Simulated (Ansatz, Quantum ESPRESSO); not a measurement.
**BaZrO3 (Pm-3m): third-order response**

Aim: Raman and infrared lines of BaZrO3 (Pm-3m).

Program: Quantum ESPRESSO 8.0 development, patched. Level of theory: DFT LDA, scalar-relativistic, plane waves, PseudoDojo norm-conserving pseudopotentials. Results are calculated unless marked as measured.

**Measured values to reproduce.**

For BaZrO3, cubic perovskite (solid-state synthesised powder, 300 K), “EXAFS study of lead-free relaxor ferroelectric BaTi(1-x)Zr(x)O3 at the Zr K-edge” (2006, arxiv:cond-mat/0602127) gives, by X-ray diffraction: lattice constant a (cubic cell parameter) 4.192 ± 0.001 Å.

“Broadband dielectric spectroscopy of Ba(Zr,Ti)O3: dynamics of relaxors and diffuse ferroelectrics” (2013, arxiv:1312.3131) quotes from earlier work for BaZrO3, cubic perovskite (ceramic, earlier study, 300 K): static dielectric constant (static permittivity) about 36 [polycrystalline ceramic; value quoted from the authors' earlier paper].

For BaZrO3, cubic perovskite (polycrystalline, earlier work), “Lattice dynamics and Raman spectrum of BaZrO3 single crystals” (2019, arxiv:1907.02008) quotes earlier work: infrared mode (TO1 at Gamma, T1u) 116 cm⁻¹ [Literature IR value quoted for comparison; temperature and sample not stated in passage]; infrared mode (TO2 at Gamma, T1u) 214 cm⁻¹ [Literature IR value quoted for comparison; temperature and sample not stated in passage]; infrared mode (TO3 at Gamma, T1u) 520 cm⁻¹ [Literature IR value quoted for comparison; temperature and sample not stated in passage].

## (1) Starting point

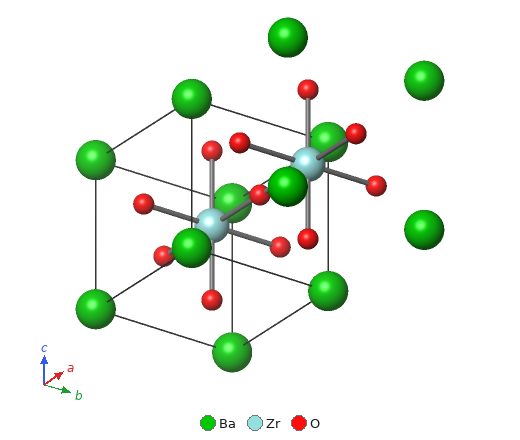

The starting structure, seen from a free direction (barium green, zirconium light teal, oxygen red). 2×1×1 cells are drawn. Some periodic images of atoms are drawn too.

## (2) A probe with smearing

Before anything dear is run, a loose run with smearing shows whether this is a metal and how far the cell is from rest.

File probe.in:

```
&CONTROL
  calculation = 'scf'
  prefix      = 'x'
  outdir      = './tmp'
  pseudo_dir  = './pseudo'
  tprnfor     = .true.
  tstress     = .true.
  verbosity   = 'high'
/
&SYSTEM
  ibrav       = 0
  nat         = 5
  ntyp        = 3
  ecutwfc     = 84.0
  occupations = 'smearing'
  smearing    = 'gaussian'
  degauss     = 0.01
/
&ELECTRONS
  conv_thr         = 1.0d-07
  mixing_beta      = 0.7
  electron_maxstep = 100
/
ATOMIC_SPECIES
 Ba    137.3270  Ba.upf
 Zr     91.2240  Zr.upf
 O      15.9990  O.upf
CELL_PARAMETERS angstrom
     4.191340000    0.000000000    0.000000000
     0.000000000    4.191340000    0.000000000
     0.000000000    0.000000000    4.191340000
ATOMIC_POSITIONS crystal
 Ba     0.000000000   0.000000000   0.000000000
 Zr     0.500000000   0.500000000   0.500000000
 O      0.000000000   0.500000000   0.500000000
 O      0.500000000   0.000000000   0.500000000
 O      0.500000000   0.500000000   0.000000000
K_POINTS automatic
 4 4 4 0 0 0
```

The run is started by

```
$ OMP_NUM_THREADS=1 mpirun -n 8 pw.x -nk 8 -in probe.in > probe.out
```

Log:

```text
[banners, grids, parts of the stress and lines that vanish by symmetry left out]
Program PWSCF v.8.0dev
     Message from routine setup:
     using ibrav=0 with symmetry is DISCOURAGED, use correct ibrav instead
[...]
kinetic-energy cutoff     =      84.0000  Ry
     charge density cutoff     =     336.0000  Ry
     scf convergence threshold =      1.0E-07
[...]
Exchange-correlation= SLA-PW-NOGX-NOGC
                           (   1   4   0   0   0   0   0)
[...]
48 Sym. Ops., with inversion, found
[...]
(     0          1          0      )
                  (     0          0          1      )
[...]
(  0.0000000  1.0000000  0.0000000 )
                  (  0.0000000  0.0000000  1.0000000 )
[...]
(     0         -1          0      )
                  (     0          0          1      )
[...]
( -1.0000000  0.0000000  0.0000000 )
                  (  0.0000000  1.0000000  0.0000000 )
[...]
number of k points=    10  Gaussian smearing, width (Ry)=  0.0100
[...]
End of self-consistent calculation
[...]
the Fermi energy is    11.0386 ev
!    total energy              =    -257.52446475 Ry
[...]
convergence has been achieved in  10 iterations
[...]
atom    1 type  1   force =     0.00000000    0.00000000    0.00000000
     atom    2 type  2   force =     0.00000000    0.00000000    0.00000000
     atom    3 type  3   force =     0.00000000    0.00000000    0.00000000
     atom    4 type  3   force =     0.00000000    0.00000000    0.00000000
     atom    5 type  3   force =     0.00000000    0.00000000    0.00000000
[...]
Total force =     0.000000     Total SCF correction =     0.000000
[...]
total   stress  (Ry/bohr**3)                   (kbar)     P=      -49.18
[...]
XML data file, charge density, pseudopotentials, collected wavefunctions

   JOB DONE.
```

It took 8 s on 8 MPI ranks of Intel Xeon at 2.70GHz, shared host.

Numbers from this step:

```yaml
volume_per_atom: 14.73 Å³
pressure: -4.918 GPa
gap_on_the_k_mesh: 3.104 eV
```

A gap of 3.1 eV opens on this mesh, so the crystal is taken as an insulator; the start stands at -4.9 GPa.

## (3) Relaxation

The harmonic expansion starts where the forces on the atoms vanish, and stress shifts the frequencies, so cell and atoms are relaxed with tight thresholds.

File relax.in:

```
&CONTROL
  calculation   = 'vc-relax'
  prefix        = 'x'
  outdir        = './tmp'
  pseudo_dir    = './pseudo'
  tprnfor       = .true.
  tstress       = .true.
  forc_conv_thr = 2.0d-05
  etot_conv_thr = 1.0d-07
  nstep         = 40
/
&SYSTEM
  ibrav       = 0
  nat         = 5
  ntyp        = 3
  ecutwfc     = 84.0
  occupations = 'fixed'
  nbnd        = 22
/
&ELECTRONS
  conv_thr         = 1.0d-11
  mixing_beta      = 0.7
  electron_maxstep = 100
/
&IONS
/
&CELL
  press_conv_thr = 0.2
/
ATOMIC_SPECIES
 Ba    137.3270  Ba.upf
 Zr     91.2240  Zr.upf
 O      15.9990  O.upf
CELL_PARAMETERS angstrom
     4.191340000    0.000000000    0.000000000
     0.000000000    4.191340000    0.000000000
     0.000000000    0.000000000    4.191340000
ATOMIC_POSITIONS crystal
 Ba     0.000000000   0.000000000   0.000000000
 Zr     0.500000000   0.500000000   0.500000000
 O      0.000000000   0.500000000   0.500000000
 O      0.500000000   0.000000000   0.500000000
 O      0.500000000   0.500000000   0.000000000
K_POINTS automatic
 6 6 6 0 0 0
```

The run is started by

```
$ OMP_NUM_THREADS=1 mpirun -n 8 pw.x -nk 8 -in relax.in > relax.out
```

Log:

```text
[banners, grids, parts of the stress and lines that vanish by symmetry left out]
[banner, memory and clock lines left out]
Program PWSCF v.8.0dev

[...]
kinetic-energy cutoff     =      84.0000  Ry
     charge density cutoff     =     336.0000  Ry
     scf convergence threshold =      1.0E-11
[...]
energy convergence thresh.=      1.0E-07
     force convergence thresh. =      2.0E-05
     press convergence thresh. =      2.0E-01
     Exchange-correlation= SLA-PW-NOGX-NOGC
                           (   1   4   0   0   0   0   0)
[...]
48 Sym. Ops., with inversion, found
[...]
number of k points=    20
[...]
End of self-consistent calculation
[...]
highest occupied, lowest unoccupied level (ev):     9.5476   12.6578
!    total energy              =    -257.52520260 Ry
[...]
convergence has been achieved in  14 iterations
[...]
atom    1 type  1   force =     0.00000000    0.00000000    0.00000000
     atom    2 type  2   force =     0.00000000    0.00000000    0.00000000
     atom    3 type  3   force =     0.00000000    0.00000000    0.00000000
     atom    4 type  3   force =     0.00000000    0.00000000    0.00000000
     atom    5 type  3   force =     0.00000000    0.00000000    0.00000000
     Total force =     0.000000     Total SCF correction =     0.000000
[...]
total   stress  (Ry/bohr**3)                   (kbar)     P=      -49.39
[...]
number of bfgs steps    =   0
[...]
CELL_PARAMETERS (angstrom)
[...]
ATOMIC_POSITIONS (crystal)
Ba               0.0000000000        0.0000000000        0.0000000000
Zr               0.5000000000        0.5000000000        0.5000000000
O                0.0000000000        0.5000000000        0.5000000000
O                0.5000000000        0.0000000000        0.5000000000
[...]
New effective cutoffs (rho, wfc):  341.12   85.42
[...]
End of self-consistent calculation
[...]
highest occupied, lowest unoccupied level (ev):     9.8879   13.0512
!    total energy              =    -257.52767557 Ry
[...]
convergence has been achieved in   9 iterations
[...]
atom    1 type  1   force =     0.00000000    0.00000000    0.00000000
     atom    2 type  2   force =     0.00000000    0.00000000    0.00000000
     atom    3 type  3   force =     0.00000000    0.00000000    0.00000000
     atom    4 type  3   force =     0.00000000    0.00000000    0.00000000
     atom    5 type  3   force =     0.00000000    0.00000000    0.00000000
     Total force =     0.000000     Total SCF correction =     0.000000
[...]
total   stress  (Ry/bohr**3)                   (kbar)     P=       -8.30
[...]
number of bfgs steps    =   1
[...]
CELL_PARAMETERS (angstrom)
[...]
ATOMIC_POSITIONS (crystal)
[...]
New effective cutoffs (rho, wfc):  342.26   85.71
[...]
End of self-consistent calculation
[...]
highest occupied, lowest unoccupied level (ev):     9.9566   13.1302
!    total energy              =    -257.52774082 Ry
[...]
convergence has been achieved in  10 iterations
[...]
atom    1 type  1   force =     0.00000000    0.00000000    0.00000000
     atom    2 type  2   force =     0.00000000    0.00000000    0.00000000
     atom    3 type  3   force =     0.00000000    0.00000000    0.00000000
     atom    4 type  3   force =     0.00000000    0.00000000    0.00000000
[...]
Total force =     0.000000     Total SCF correction =     0.000000
[...]
total   stress  (Ry/bohr**3)                   (kbar)     P=        0.44
[...]
number of bfgs steps    =   2
[...]
CELL_PARAMETERS (angstrom)
[...]
ATOMIC_POSITIONS (crystal)
[...]
New effective cutoffs (rho, wfc):  342.21   85.69
[...]
End of self-consistent calculation
[...]
highest occupied, lowest unoccupied level (ev):     9.9532   13.1262
!    total energy              =    -257.52774099 Ry
[...]
convergence has been achieved in   6 iterations
[...]
Total force =     0.000000     Total SCF correction =     0.000000
[...]
total   stress  (Ry/bohr**3)                   (kbar)     P=       -0.00
[...]
number of bfgs steps    =   3
[...]
small trust_radius: resetting bfgs history
[...]
CELL_PARAMETERS (angstrom)
[...]
ATOMIC_POSITIONS (crystal)
[...]
New effective cutoffs (rho, wfc):  342.21   85.69
[...]
End of self-consistent calculation
[...]
highest occupied, lowest unoccupied level (ev):     9.9532   13.1263
!    total energy              =    -257.52774099 Ry
[...]
convergence has been achieved in   3 iterations
[...]
atom    3 type  3   force =     0.00000000    0.00000000    0.00000000
     atom    4 type  3   force =     0.00000000    0.00000000    0.00000000
     atom    5 type  3   force =     0.00000000    0.00000000    0.00000000
     Total force =     0.000000     Total SCF correction =     0.000000
[...]
total   stress  (Ry/bohr**3)                   (kbar)     P=       -0.00
[...]
bfgs converged in   5 scf cycles and   4 bfgs steps
[...]
End of BFGS Geometry Optimization
     Final enthalpy           =    -257.5277409946 Ry
     File ./tmp/x.bfgs deleted, as requested
[...]
CELL_PARAMETERS (angstrom)
[...]
ATOMIC_POSITIONS (crystal)
[...]
O                0.5000000000        0.0000000000        0.5000000000
O                0.5000000000        0.5000000000        0.0000000000
[...]
Final scf calculation at the relaxed structure.
[...]
kinetic-energy cutoff     =      84.0000  Ry
     charge density cutoff     =     336.0000  Ry
     scf convergence threshold =      1.0E-13
[...]
press convergence thresh. =      2.0E-01
     Exchange-correlation= SLA-PW-NOGX-NOGC
                           (   1   4   0   0   0   0   0)
[...]
48 Sym. Ops., with inversion, found
[...]
number of k points=    20
[...]
End of self-consistent calculation
[...]
highest occupied, lowest unoccupied level (ev):     9.9532   13.1263
!    total energy              =    -257.52771737 Ry
[...]
convergence has been achieved in  18 iterations
[...]
atom    1 type  1   force =     0.00000000    0.00000000    0.00000000
     atom    2 type  2   force =     0.00000000    0.00000000    0.00000000
     atom    3 type  3   force =     0.00000000    0.00000000    0.00000000
     atom    4 type  3   force =     0.00000000    0.00000000    0.00000000
     atom    5 type  3   force =     0.00000000    0.00000000    0.00000000
     Total force =     0.000000     Total SCF correction =     0.000000
[...]
total   stress  (Ry/bohr**3)                   (kbar)     P=       -0.16
[...]
XML data file, charge density, pseudopotentials, collected wavefunctions
```

Run time: 50 s. Hardware: 8 MPI ranks.

Relaxation path:

```csv
step,energy less that of the first step (eV),largest force (eV/Å),pressure (GPa),volume (Å³)
1,0.0000,0.0000,-4.94,73.63
2,-0.0336,0.0000,-0.83,71.79
3,-0.0345,0.0000,0.04,71.43
4,-0.0345,0.0000,0.00,71.45
5,-0.0345,0.0000,0.00,71.45
6,-0.0342,0.0000,-0.02,71.45
```

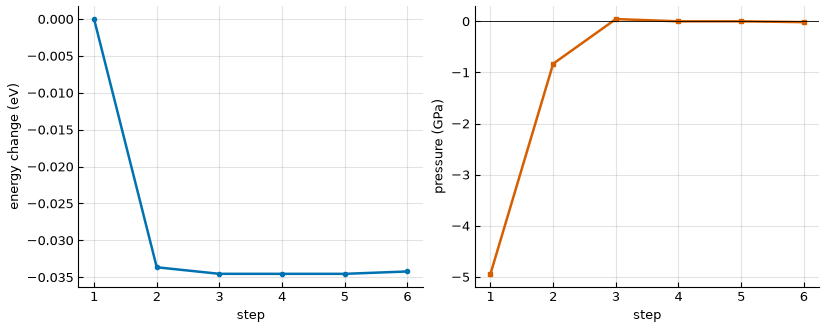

Energy and pressure along the relaxation.

```csv
"conventional cell, symmetrised",before,after,change
a (Å),4.191,4.150,-1.0 %
b (Å),4.191,4.150,-1.0 %
c (Å),4.191,4.150,-1.0 %
volume (Å³/atom),14.73,14.29,-3.0 %
```

The last row of the table of steps is pw.x's closing run on a basis chosen anew for the final cell, so its energy can jump.

This step gave:

```
volume per atom   : 14.29 Å³
pressure          : -0.016 GPa
gap on the k-mesh : 3.173 eV
```

The volume changes by -3.0 % from the cell with which this run began.

## (4) Ground state

The response is built on this ground state, so it is converged far tighter than an energy would need. With a gap, occupations are fixed, which also allows the response to an electric field.

File scf.in:

```
&CONTROL
  calculation = 'scf'
  prefix      = 'x'
  outdir      = './tmp'
  pseudo_dir  = './pseudo'
  tprnfor     = .true.
  tstress     = .true.
/
&SYSTEM
  ibrav       = 0
  nat         = 5
  ntyp        = 3
  ecutwfc     = 84.0
  occupations = 'fixed'
  nbnd        = 22
/
&ELECTRONS
  conv_thr         = 1.0d-12
  mixing_beta      = 0.7
  electron_maxstep = 100
/
ATOMIC_SPECIES
 Ba    137.3270  Ba.upf
 Zr     91.2240  Zr.upf
 O      15.9990  O.upf
CELL_PARAMETERS angstrom
     4.149539416    0.000000000    0.000000000
     0.000000000    4.149539416    0.000000000
     0.000000000    0.000000000    4.149539416
ATOMIC_POSITIONS crystal
 Ba     0.000000000   0.000000000   0.000000000
 Zr     0.500000000   0.500000000   0.500000000
 O      0.000000000   0.500000000   0.500000000
 O      0.500000000   0.000000000   0.500000000
 O      0.500000000   0.500000000   0.000000000
K_POINTS automatic
 8 8 8 0 0 0
```

The run is started by

```
$ OMP_NUM_THREADS=1 mpirun -n 8 pw.x -nk 8 -in scf.in > scf.out
```

Log:

```text
[banners, grids, parts of the stress and lines that vanish by symmetry left out]
[banner, memory and clock lines left out]
Program PWSCF v.8.0dev

[...]
kinetic-energy cutoff     =      84.0000  Ry
     charge density cutoff     =     336.0000  Ry
     scf convergence threshold =      1.0E-12
[...]
Exchange-correlation= SLA-PW-NOGX-NOGC
                           (   1   4   0   0   0   0   0)
[...]
48 Sym. Ops., with inversion, found
[...]
number of k points=    35
[...]
End of self-consistent calculation
[...]
highest occupied, lowest unoccupied level (ev):     9.9531   13.1264
!    total energy              =    -257.52773920 Ry
[...]
convergence has been achieved in  16 iterations
[...]
atom    1 type  1   force =     0.00000000    0.00000000    0.00000000
     atom    2 type  2   force =     0.00000000    0.00000000    0.00000000
     atom    3 type  3   force =     0.00000000    0.00000000    0.00000000
     atom    4 type  3   force =     0.00000000    0.00000000    0.00000000
     atom    5 type  3   force =     0.00000000    0.00000000    0.00000000
     Total force =     0.000000     Total SCF correction =     0.000000
[...]
total   stress  (Ry/bohr**3)                   (kbar)     P=       -0.16
[...]
XML data file, charge density, pseudopotentials, collected wavefunctions
```

The job ended after 24 s (8 MPI ranks).

The cell stands at -0.016 GPa, close enough for phonons.

(Part 1 of 3 ends here.)

[Host names and launcher messages were left out of these logs when they were recorded.]

[Logs are printed without paths, hosts, clocks, repeated set-up lines and the standing remarks that a program may print on its own settings, such as how far it seeks lower states.]

[Hosts, paths, dates, database ids (printed as entryN), source tags and the programs' standing remarks are cut or masked in the printed files.]
